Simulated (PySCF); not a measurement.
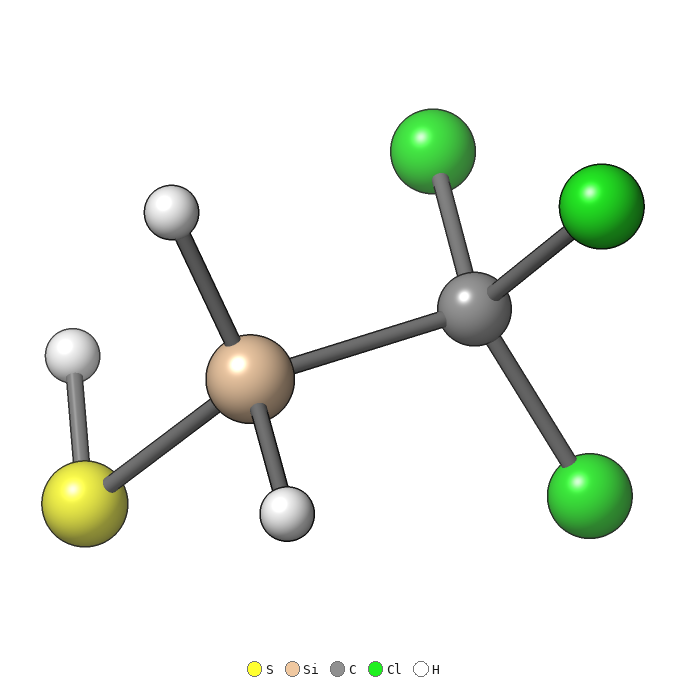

Rendered structure (ball-and-stick style).

Describe the molecule.

Formula CH₃Cl₃SSi. SMILES: `S[SiH2]C(Cl)(Cl)Cl`. It has no ring. Among its groups: C–Cl bond, Si–H bond. This geometry has C1 symmetry. Coordination: 1 S bent; 1 Si tetrahedral; 1 C tetrahedral.

More results for the same structure follow; atom numbers are the same in all pictures, views and colours differ. The computed structure is the end point of a PBE0-D3(BJ)/def2-SVP optimisation. No frequency run is at hand to confirm it as a minimum.

Geometry

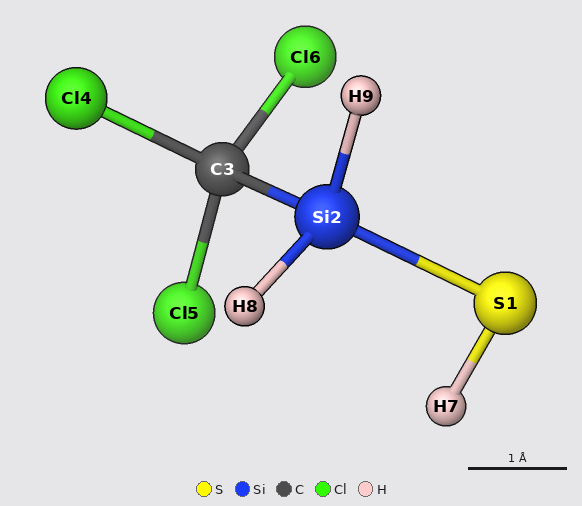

The atoms are numbered. No frequency run is at hand to confirm it as a minimum.

Which atoms are bonded, and how long are the bonds?

| bond | length (Å) | order |
| --- | --- | --- |
| S1–Si2 | 2.129 | single |
| S1–H7 | 1.352 | single |
| Si2–C3 | 1.923 | single |
| Si2–H8 | 1.488 | single |
| Si2–H9 | 1.485 | single |
| C3–Cl4 | 1.783 | single |
| C3–Cl5 | 1.786 | single |
| C3–Cl6 | 1.771 | single |

Excitation

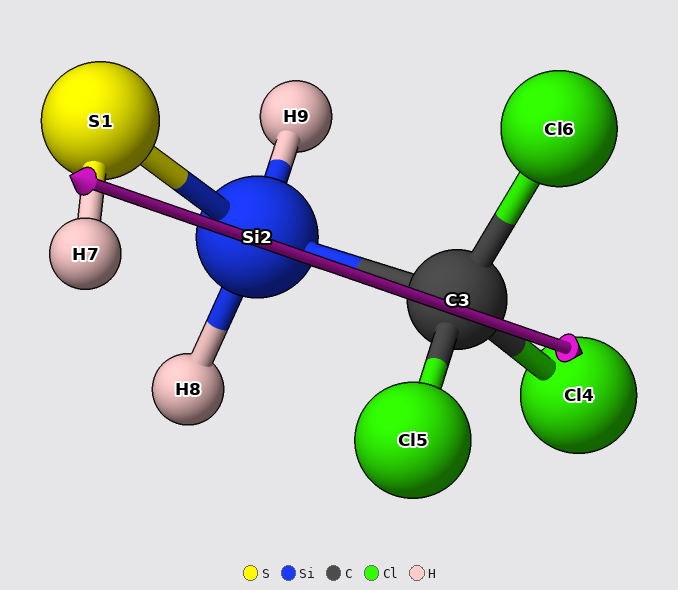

The double arrow shows the direction of the transition dipole to excited singlet state 9 (its length means nothing). No frequency run is at hand to confirm it as a minimum. Method: TDDFT LC-wPBE/def2-SVPD, vertical, gas phase, core orbitals frozen in the response (PySCF 2.14.0).

Question: Where does the transition lie, and how strong is it?

Answer: 7.61 eV (163 nm), oscillator strength 0.029, of mixed character, with the largest part HOMO−2 → LUMO+2 (weight 0.16); transition dipole 1.00 D.

Charges

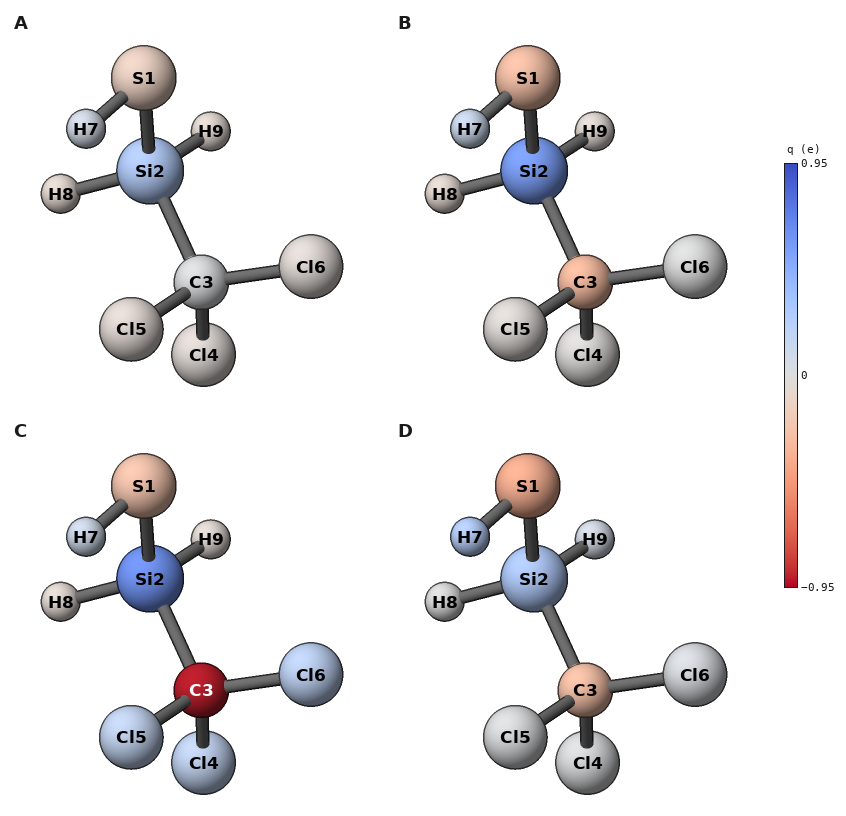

Atomic charges of one calculation by 4 schemes, on one colour scale. No frequency run is at hand to confirm it as a minimum. Computed with PBE0/6-31G (PySCF 2.14.0).

Question: The schemes are ESP-fitted, Hirshfeld, IAO, Mulliken. Which panel shows which?

Answer: A Hirshfeld, B IAO, C Mulliken, D ESP-fitted.

List the charges (e), one line for each set of equivalent atoms.

```tsv
atom	Hirshfeld	IAO	Mulliken	ESP-fitted
S1	−0.13	−0.26	−0.23	−0.35
Si2	0.26	0.55	0.61	0.27
C3	0.01	−0.29	−0.90	−0.26
Cl4	−0.03	−0.01	0.17	0.01
Cl5	−0.04	−0.02	0.16	0.01
Cl6	−0.03	0.00	0.19	0.03
H7	0.06	0.12	0.10	0.24
H8	−0.05	−0.06	−0.05	0.00
H9	−0.05	−0.04	−0.04	0.05
```

Polarisability

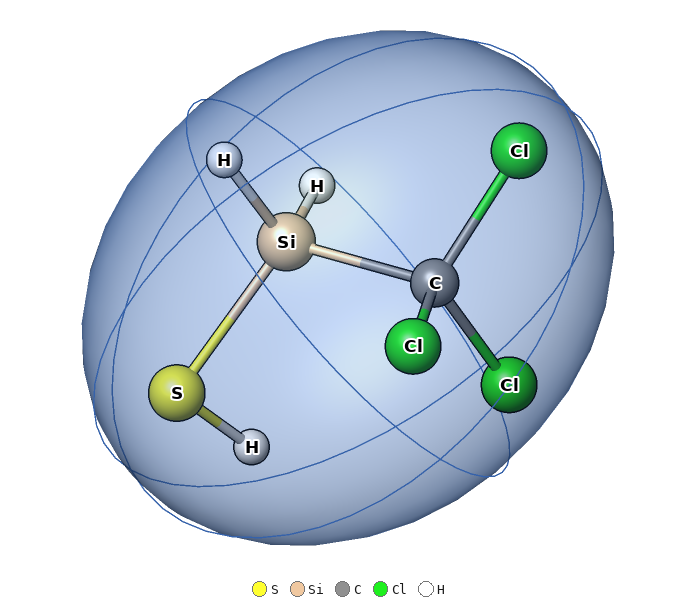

The ellipsoid shows the static dipole polarisability: its half-axes are proportional to the principal values. No frequency run is at hand to confirm it as a minimum. Method: LDA/def2-SVPD (PySCF 2.14.0).

Question: How large and how anisotropic is the polarisability?

Answer: Principal values 100.0, 100.4, 122.6 bohr³; mean 107.7 bohr³ (15.95 Å³); anisotropy 22.4 bohr³, so the longest axis is 1.23 times the shortest.

Mulliken values depend strongly on the basis set and can even reverse the polarity of a bond.
